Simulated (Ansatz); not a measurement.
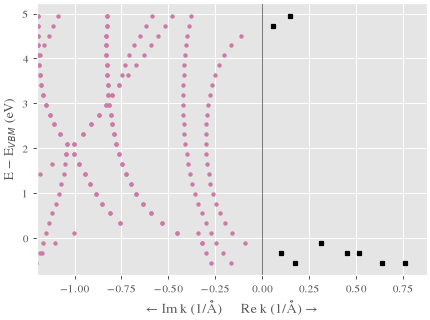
*Complex bands at the centre of the two-dimensional zone; r2SCAN (Ansatz, a first-principles code)*

No gap correction and no spin-orbit coupling; mid-gap is the computed energy nearest the middle.

This is AlN (P6_3mc, wurtzite, 4 atoms a cell, 10.6 Å³ an atom, -4 GPa at this level) along the normal of (100). Read off the slowest decay at the centre of the two-dimensional zone at 2.31 eV, the computed energy nearest the middle of the gap.

κ ≈ 0.30 1/Å, a decay length 1/(2κ) of the density of 1.7 Å.
